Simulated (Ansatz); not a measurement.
The calculation's input:

```
crystal:
  periodic: [false, false, false]
  atoms:
    - {symbol: C, position_ang: [1.372217, -0.280832, -0.938657]}
    - {symbol: C, position_ang: [0.879831, -0.398895, 0.287944]}
    - {symbol: F, position_ang: [1.680571, -0.932109, 1.251532]}
    - {symbol: Al, position_ang: [-0.920540, 0.137983, 0.823735]}
    - {symbol: O, position_ang: [-1.827500, 0.785620, -0.452188]}
    - {symbol: H, position_ang: [0.747598, 0.141508, -1.716195]}
    - {symbol: H, position_ang: [2.380831, -0.593500, -1.191985]}
    - {symbol: H, position_ang: [-1.498567, -0.004402, 2.286155]}
    - {symbol: H, position_ang: [-2.726040, 1.098227, -0.367442]}
basis:
  gaussian: {orbitals: def2-TZVPP}
hamiltonian: {xc: pbe0, dispersion: d4}
output: {orbitals: {seedname: orbitals}}
```

Command:

```sh
ansatz run in.yaml --threads 2 --pin off --events-out ev --progress --plain --max-ram 4352MiB
```

Geometry: PBE0-D4/def2-TZVP.

These are results of Ansatz 0.2.0, RKS PBE0-D4/def2-TZVPP, not measurements.

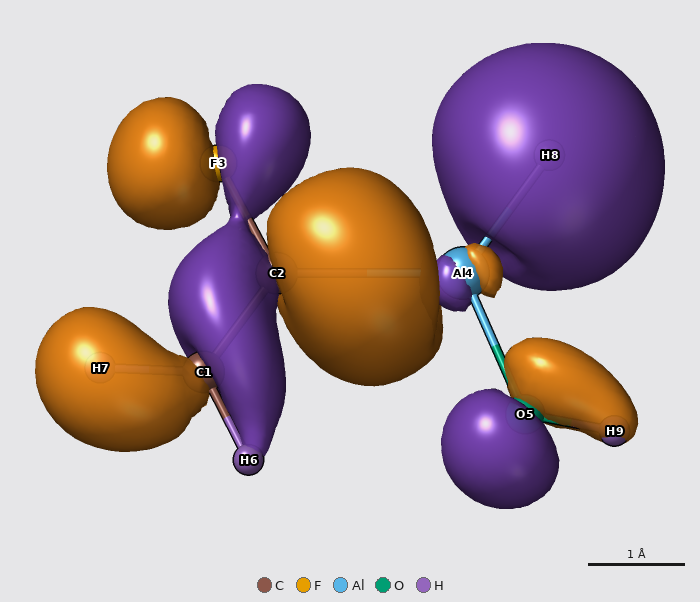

C₂H₄AlFO (SMILES C=[C](F)[AlH][OH]). The HOMO−1 at ±0.08 Å⁻³ᐟ² (orange and purple are the two phases), seen at a tilt.

Where does this orbital lie, and at what energy?

Its weight (Hirshfeld) is mainly on C2 (about 25 %), H8 (about 25 %), Al4 (about 20 %), F3 (about 10 %) and C1 (about 10 %); it is symmetric in the molecular plane (an in-plane orbital: σ, lone-pair or in-plane π type). Its energy is −8.44 eV.
